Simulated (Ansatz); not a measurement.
```xyz
12

O    -0.9496   -1.9352    2.3334
Si    0.2287   -0.8941    1.8509
O    -0.1142   -0.3472    0.3146
Si    0.6525    0.6908   -0.7667
C    -0.4551    1.7160   -1.7316
C    -0.1792    0.6353   -2.3606
H    -1.6544   -2.0249    1.6515
H     1.5445   -1.6246    1.8576
H     0.3191    0.2733    2.8228
H     2.0563    0.6971   -0.8528
H    -1.0211    2.6274   -1.8183
H    -0.3506    0.1307   -3.2669
```

Computed with SCF hf, Gaussian basis in Ansatz.

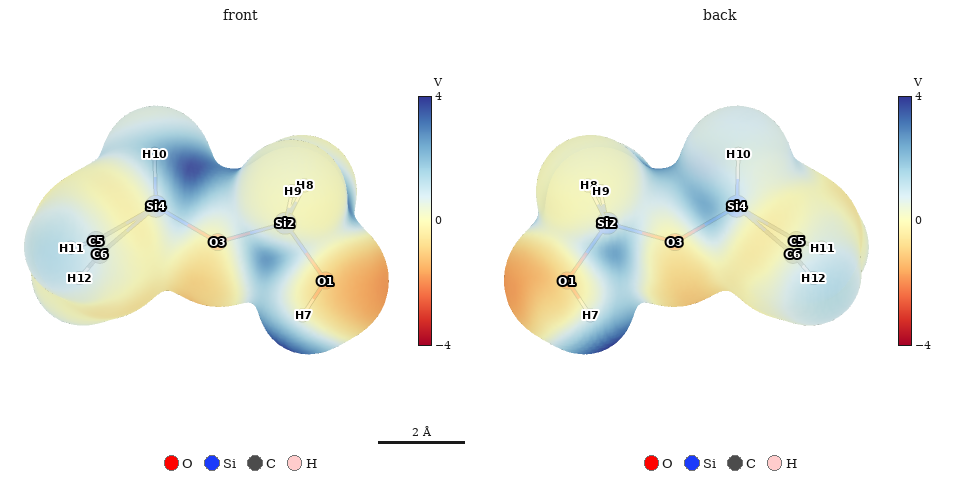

C2H6O2Si2 (SMILES O[SiH2]O[SiH]1C=C1). The electrostatic potential painted on the density surface at 0.004 e/bohr³, seen from the front and from behind; red is negative and blue positive.

Where is the surface potential most negative and most positive?

Answer. The most negative region (about −1.7 V) lies over O1, the most positive (about +3.7 V) over Si4 and H7. O1 is the likeliest acceptor of a hydrogen bond.
